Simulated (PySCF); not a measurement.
# Run report: V²⁺, atomic calculation

System: V²⁺, configuration 1s2 2s2 2p6 3s2 3p6 3d2 4s1, multiplicity 4.
Method: unrestricted PBE, dyall-av2z, non-relativistic, point nucleus (PySCF).

### The input
```python
from pyscf import gto, scf, dft, mp, cc
import basis_set_exchange as bse
mol = gto.M(atom="V 0 0 0", charge=2, spin=3, symmetry="D2h",
            basis=gto.basis.parse(bse.get_basis("dyall-av2z", elements=["V"], fmt="nwchem")))
mf = dft.UKS(mol, xc="PBE")
mf.irrep_nelec = {'Ag': (5, 3), 'B1g': (1, 0), 'B1u': (2, 2), 'B2u': (2, 2), 'B3u': (2, 2)}
mf.kernel()
```

The script is an equivalent of what the driver set up; the driver started from orbitals of its own, so the log can be shorter than this script's would be, and it computed the properties (radii, ⟨L²⟩, response) afterwards. It held the occupations shell by shell, which the script's counts by irreducible representation don't always enforce.

Hardware: 1 CPU thread, shared host.

### Log (extracts)
```
damping factor = 0
level_shift factor = 0
DIIS = <class 'pyscf.scf.diis.CDIIS'>
diis_start_cycle = 1
diis_space = 10
diis_damp = 0
SCF conv_tol = 1e-09
SCF conv_tol_grad = None
number electrons alpha = 12  beta = 9
XC functionals = PBE
    J. P. Perdew, K. Burke, and M. Ernzerhof.,  Phys. Rev. Lett. 77, 3865 (1996)
    J. P. Perdew, K. Burke, and M. Ernzerhof.,  Phys. Rev. Lett. 78, 1396 (1997)
    J. P. Perdew, K. Burke, and M. Ernzerhof.,  Phys. Rev. Lett. 77, 3865 (1996)
    J. P. Perdew, K. Burke, and M. Ernzerhof.,  Phys. Rev. Lett. 78, 1396 (1997)
cycle= 1 E= -942.644415959753  delta_E= -0.0133  |g|= 0.0136  |ddm|= 0.237
cycle= 2 E= -942.644428831634  delta_E= -1.29e-05  |g|= 0.00828  |ddm|= 0.0108
cycle= 3 E= -942.644440148074  delta_E= -1.13e-05  |g|= 0.00152  |ddm|= 0.00539
cycle= 4 E= -942.644440411788  delta_E= -2.64e-07  |g|= 6.7e-05  |ddm|= 0.000594
cycle= 5 E= -942.644440412816  delta_E= -1.03e-09  |g|= 7.62e-06  |ddm|= 4.41e-05
cycle= 6 E= -942.644440412828  delta_E= -1.19e-11  |g|= 6.19e-07  |ddm|= 7.63e-06
converged SCF energy = -942.644440412828  <S^2> = 3.7502536  2S+1 = 4.0001268
```

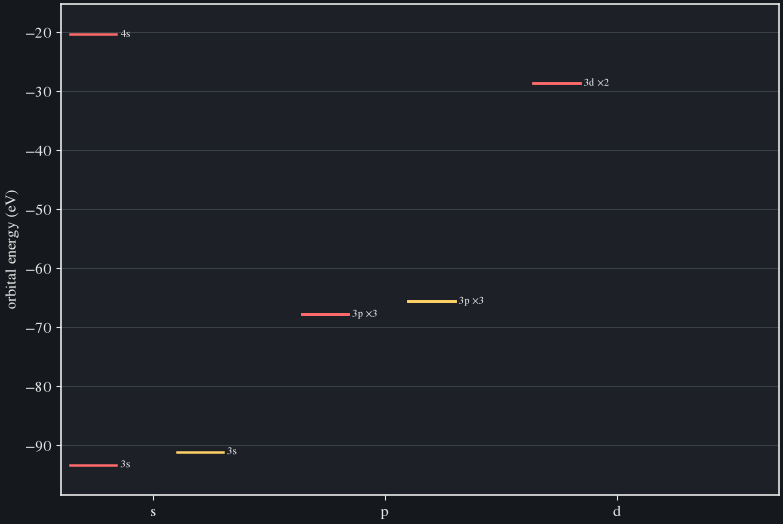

Orbital energies of the mean field, from the top down to −93.3 eV, by angular momentum, α spin at the left of each column and β at the right; ×n counts the orbitals under one label. Empty levels that the record names by l alone aren't drawn. The highest filled orbital is 4s α at −20.4 eV, the lowest empty one d α at −27.6 eV.

### Summary

```
      quantity                    value
       outcome                converged
  total energy      −942.644440 hartree
kinetic energy       941.799240 hartree
          ⟨S²⟩                    3.750
          ⟨L²⟩                    12.00
SCF iterations                        6
      CPU time  1.3 s (integrals apart)
```

### Notes

The driver held the occupations shell by shell, and empty d levels lie below the filled 4s. The script shown fixes the counts by irreducible representation only, so by itself it can fall to another configuration. This is not the ground configuration of the species.
